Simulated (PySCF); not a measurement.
BeH2F2 (charge +2): excited-state calculation

System: BeH2F2, charge +2.
Method: TDDFT CAM-B3LYP/def2-SVPD, vertical, gas phase, core orbitals frozen in the response (PySCF 2.14.0).

The geometry comes from this level: PBE0-D3(BJ)/def2-SVPD.

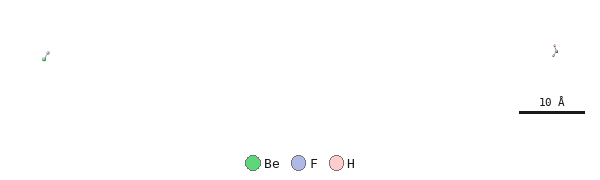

*The input geometry (ball-and-stick view, seen at a tilt). Sticks mark near contacts.*

**Summary**

```csv
quantity,value
outcome,converged
total energy,−214.670855 hartree
HOMO,−21.00 eV
LUMO,−10.94 eV
mean polarisability,11.36 a.u.
lowest singlet excitation,5.96 eV
hardware,"1 CPU thread, shared host"
wall time,2.2 s
peak memory,0.38 GiB
```

**Input**
```
{"job": {"kind": "uv", "xc": "CAM-B3LYP", "basis": "def2-SVPD", "nstates": 6, "ntriplets": 2}, "charge": 2, "multiplicity": 1, "parts": [{"atoms": "0-0", "charge": 2, "multiplicity": 1}, {"atoms": "1-2", "charge": 0, "multiplicity": 1}, {"atoms": "3-4", "charge": 0, "multiplicity": 1}]}
Be     8.529542   -36.623291    27.006102
F      9.397856   -35.601091    26.785890
H     -6.751176    26.372462   -21.122277
F     -6.903866    27.159286   -20.584651
H     -6.148372    27.417561   -20.042428
```

The first line tells a small driver script what to run in PySCF; the rest is the geometry in Å.

Run as:
```bash
OMP_NUM_THREADS=1 python <driver script> task.json out
```

**The program's output**
```
coarse grid: 4480 points
cycle   1  E = -214.5676217038  dE =  8.574e-01  |g| = 6.116e-01  |ddm| = 2.067e+00
cycle   2  E = -214.5143583945  dE =  5.326e-02  |g| = 9.345e-01  |ddm| = 1.183e+00
cycle   3  E = -214.6557465806  dE = -1.414e-01  |g| = 6.652e-02  |ddm| = 6.300e-01
cycle   4  E = -214.6565957474  dE = -8.492e-04  |g| = 8.812e-03  |ddm| = 5.022e-02
cycle   5  E = -214.6566481370  dE = -5.239e-05  |g| = 1.921e-03  |ddm| = 1.580e-02
cycle   6  E = -214.6566530171  dE = -4.880e-06  |g| = 9.316e-04  |ddm| = 6.885e-03
final grid: 44984 points
cycle   7  E = -214.6708535526  dE = -6.710e-05  |g| = 2.234e-03  |ddm| = 1.835e-02
cycle   8  E = -214.6708542824  dE = -7.297e-07  |g| = 1.462e-03  |ddm| = 3.129e-03
cycle   9  E = -214.6708545762  dE = -2.938e-07  |g| = 5.170e-04  |ddm| = 9.846e-04
cycle  10  E = -214.6708546251  dE = -4.889e-08  |g| = 8.902e-05  |ddm| = 4.332e-04
cycle  11  E = -214.6708546271  dE = -2.028e-09  |g| = 5.888e-05  |ddm| = 9.401e-05
cycle  12  E = -214.6708546279  dE = -8.058e-10  |g| = 1.134e-05  |ddm| = 6.119e-05
converged SCF energy = -214.6708546279

Static polarisability (au): isotropic 11.361, principal 10.403 10.690 12.989

Singlet excitations
state   eV       nm        f      main configurations
  1   5.9602    208.0   0.01947   H->L 0.97
  2   5.9605    208.0   0.01947   H-1->L 0.97
  3   7.3660    168.3   0.00470   H-2->L 0.98
  4   9.4952    130.6   0.00000   H->L+2 0.49, H-1->L+3 0.49
  5   9.6288    128.8   0.00000   H-1->L+3 0.25, H->L+2 0.25, H->L+3 0.24
  6   9.6289    128.8   0.00000   H-1->L+2 0.25, H->L+3 0.25, H-1->L+3 0.24

Triplet excitations (Tamm-Dancoff, eV): 5.7935 5.7939

== part 2 alone, relaxed ==
coarse grid: 1712 points
cycle   1  E = -100.3096301739  dE = -7.938e-02  |g| = 4.323e-01  |ddm| = 9.646e-01
cycle   2  E = -100.3004926337  dE =  9.138e-03  |g| = 5.295e-01  |ddm| = 5.321e-01
cycle   3  E = -100.3429550539  dE = -4.246e-02  |g| = 2.563e-02  |ddm| = 2.652e-01
cycle   4  E = -100.3430453132  dE = -9.026e-05  |g| = 2.784e-03  |ddm| = 1.656e-02
cycle   5  E = -100.3430467479  dE = -1.435e-06  |g| = 2.940e-04  |ddm| = 3.464e-03
final grid: 16976 points
cycle   6  E = -100.3516269310  dE = -9.956e-06  |g| = 1.542e-03  |ddm| = 6.549e-03
cycle   7  E = -100.3516269367  dE = -5.660e-09  |g| = 1.715e-03  |ddm| = 1.489e-03
cycle   8  E = -100.3516273782  dE = -4.416e-07  |g| = 1.011e-04  |ddm| = 8.992e-04
cycle   9  E = -100.3516273819  dE = -3.612e-09  |g| = 1.489e-05  |ddm| = 9.515e-05
cycle  10  E = -100.3516273820  dE = -9.427e-11  |g| = 2.672e-06  |ddm| = 1.950e-05
converged SCF energy = -100.3516273820

Static polarisability (au): isotropic 5.534, principal 5.071 5.071 6.459

Singlet excitations
state   eV       nm        f      main configurations
  1  10.1168    122.6   0.03175   H->L 0.89, H-1->L 0.10
  2  10.1168    122.6   0.03175   H-1->L 0.89, H->L 0.10
  3  13.9705     88.7   0.13326   H-2->L 0.81, H->L+3 0.08, H-1->L+2 0.08
  4  14.0456     88.3   0.00000   H->L+2 0.49, H-1->L+3 0.49
  5  14.1217     87.8   0.00000   H-1->L+3 0.35, H->L+2 0.35, H->L+3 0.15
  6  14.1218     87.8   0.00000   H-1->L+2 0.35, H->L+3 0.35, H-1->L+3 0.15

Triplet excitations (Tamm-Dancoff, eV): 9.6060 9.6060
```

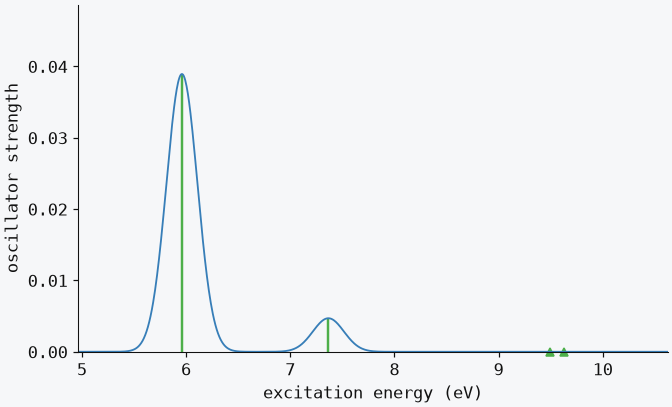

*Computed excitations as sticks (degenerate states added up, dark ones marked on the axis), with a Gaussian envelope of 0.35 eV full width at half maximum, scaled to the tallest.*

Of the 6 states the lowest lies at 5.96 eV (f = 0.019); the strongest line is at 5.96 eV, or 208 nm (f = 0.039, summed over 2 states that lie within 0.004 eV).

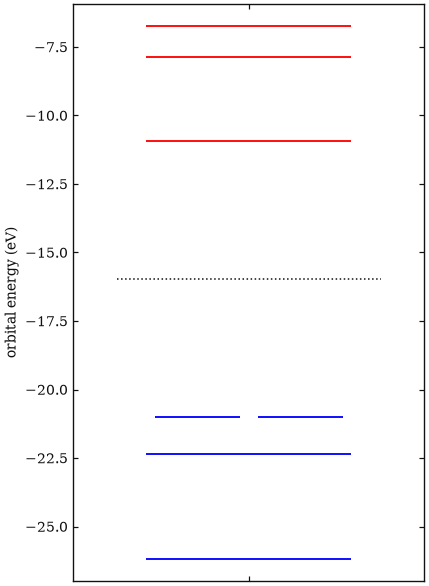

*Orbital energies near the frontier; the dotted line parts filled from empty levels, and levels within 0.02 eV of each other stand side by side.*

Highest filled −21.00 eV, lowest empty −10.94 eV, 10.06 eV apart.
